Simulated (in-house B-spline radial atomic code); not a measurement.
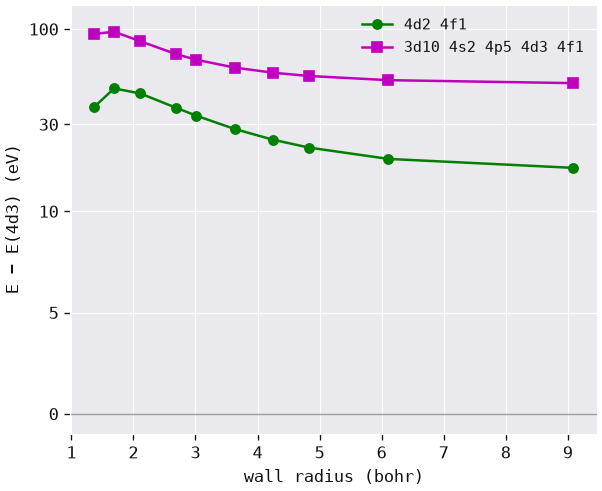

The niobium ion Nb²⁺; electrons: [Kr] 4d3. It is put inside a hard spherical wall of varying radius. Level of theory: non-relativistic LDA (Slater, VWN5), spherical fractional occupations, point nucleus, hard spherical wall, basis-set limit. Computed with an in-house B-spline radial code. The runs are spin-unpolarised. The plot shows the energy of other fillings against the starting one at the same radius, on a scale that is linear within ±10 eV and logarithmic beyond.

### Which of the fillings is lower at each radius?

Against 4d3: 4d2 4f1 lies 17.3 eV above it at 9.09 bohr and never crosses it, ending at 37.4 eV at 1.37 bohr; 3d10 4s2 4p5 4d3 4f1 lies 50.5 eV above it at 9.09 bohr and never crosses it, ending at 94.0 eV at 1.37 bohr. At the tightest wall the lowest of the fillings run is 4d3; others weren't tried.
